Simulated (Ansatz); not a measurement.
# BH$_{4}$N: what the fields show

Input

```
crystal:
  periodic: [false, false, false]
  atoms:
    - {symbol: B, position_ang: [0.517083, -1.404902, 1.747833]}
    - {symbol: "N", position_ang: [-0.556862, -0.696605, 0.665266]}
    - {symbol: H, position_ang: [-0.809332, -1.367339, -0.061944]}
    - {symbol: H, position_ang: [1.016822, -0.359224, 2.191609]}
    - {symbol: H, position_ang: [-0.373271, 0.223048, 0.222398]}
    - {symbol: H, position_ang: [-1.400758, -0.601408, 1.250169]}
basis:
  gaussian: {orbitals: def2-TZVPD}
output: {forces: true, orbitals: {seedname: orbitals}}
hamiltonian: {xc: {name: PBE0}}
```

Run with:

```sh
ansatz run input.yaml --threads 1 --pin off --max-ram 2610MiB --events-out events.jsonl --progress --plain --runs-dir runs
```

Geometry: B3LYP-D3(BJ)/def2-SVP.

Computed with Ansatz, isolated molecule in a Gaussian basis; Kohn-Sham density functional theory, functional PBE0.

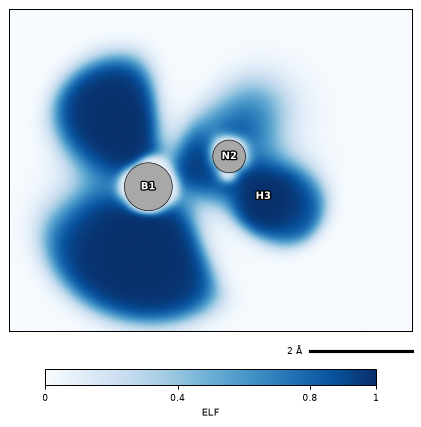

Figure 1. Electron localisation function on the plane of atoms B1, N2 and H3. Grey discs cover the atomic cores.

**Read the bonding off the picture.**

- The plane passes through B, N and H nuclei.
- B–N (1.68 Å): the ELF peaks at about 0.95 between the atoms (a polar covalent bond).
- N–H (1.02 Å): the ELF climbs to about 1 towards the hydrogen, as it does in any bond to H; an ordinary covalent bond to hydrogen.
- The ELF also peaks beside B1, away from the bonds: lone-pair regions.

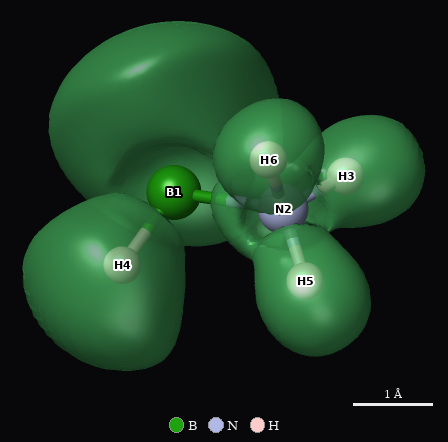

Figure 2. Isosurface of the electron localisation function at 0.75 (green), seen at a tilt. Core shells and regions of very low density are left out.

**Where are the electrons localised?**

The ELF exceeds this value in one region around a hydrogen nucleus, one lobe on B, pointing away from the bonds (lone pairs) and one joined region spread over several atoms (H, N), in which their bonds and any lone pairs are merged.

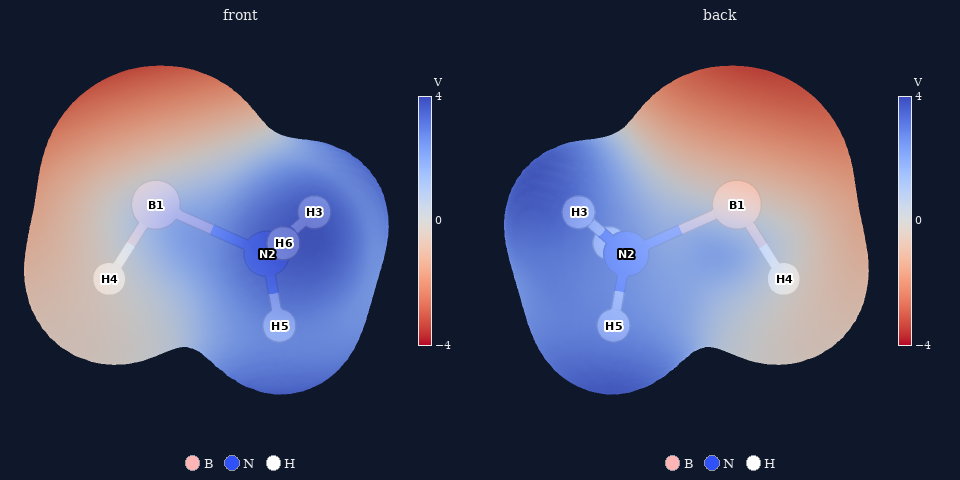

Figure 3. The electrostatic potential painted on the density surface at 0.004 e/bohr³, seen from the front and from behind; the colour scale runs from red (negative) to blue (positive).

**Describe the electrostatic potential map.**

The most negative region (about −3.3 V) lies over H4, the most positive (about +3.8 V) over H6.
